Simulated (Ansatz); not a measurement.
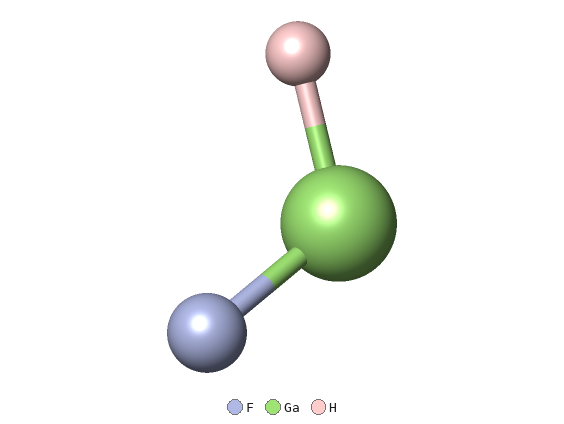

Rendered structure (ball-and-stick style).

The species is neutral and a spin doublet. The computed structure is the end point of a PBE0-D4/def2-TZVP optimisation.

Count the atoms of each element.

Answer. FGaH, 3 atoms: 1 fluorine, 1 gallium and 1 hydrogen.

Give the symmetry (Schoenflies symbol).

Answer. Cs.

What is its SMILES?

Answer. [F][GaH]

How many bonds of each kind are drawn?

Answer. 1 F–Ga, 1 Ga–H.

More results for the same structure follow; atom numbers are the same in all pictures, views and colours differ.

**Geometry**

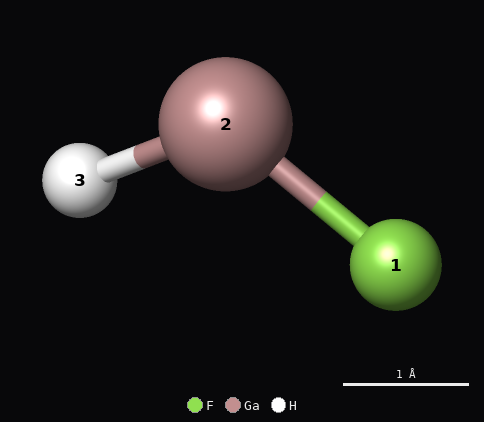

What is the geometry at Ga2?

Answer. Ga2 has 2 neighbours (F1 at 1.77, H3 at 1.61 Å); the arrangement is bent.

**Levels of theory compared**

Program: Ansatz 0.2.0.

Compare dipole (D), HOMO energy (eV) at these levels: B3LYP-D4/def2-TZVPP; PBE-D4/def2-TZVPP; r2SCAN-D4/def2-TZVPP; ωB97M-V/def2-TZVPP.

```
               level  dipole (D)  HOMO energy (eV)
 B3LYP-D4/def2-TZVPP        2.23             −6.27
   PBE-D4/def2-TZVPP        2.02             −5.36
r2SCAN-D4/def2-TZVPP        2.10             −5.77
  ωB97M-V/def2-TZVPP        2.23             −8.48
```

**Vibrations**

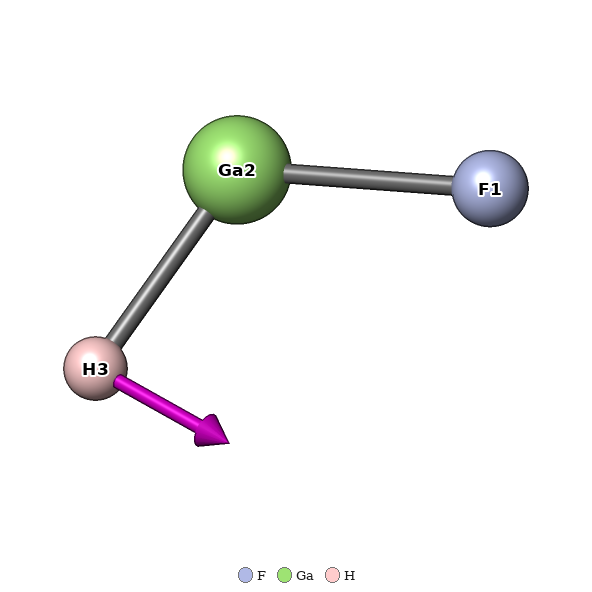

The arrows show one normal mode. Harmonic vibrations computed with UKS PBE0-D4/def2-TZVP (Ansatz 0.2.0) at a stationary point of the same level.

What kind of motion is it?

Answer. Mostly F–Ga–H bending.

Estimate its harmonic wavenumber.

Answer. 524 cm⁻¹; it is mode 1 of 3 counted from the lowest.

**Charges**

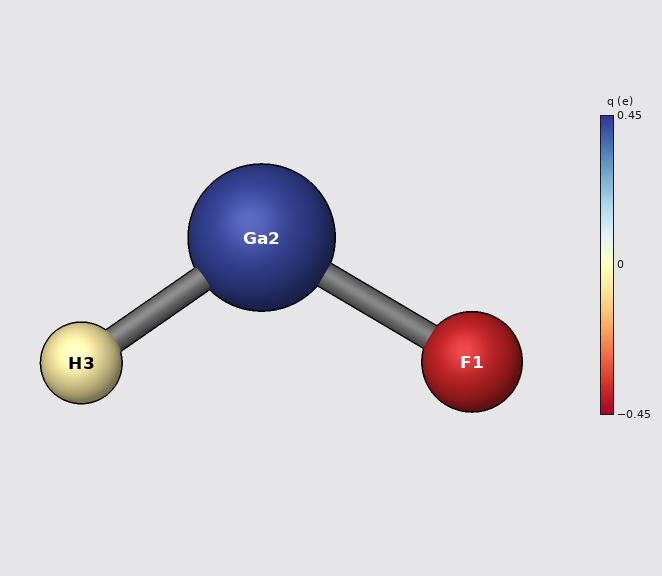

Atoms are coloured by their Mulliken charges. Properties computed with UKS PBE0-D4/def2-TZVP (Ansatz 0.2.0).

List the Mulliken charges.

```tsv
atom	value (e)
F1	−0.38
Ga2	0.43
H3	−0.05
```

Mulliken values depend strongly on the basis set and can even reverse the polarity of a bond.
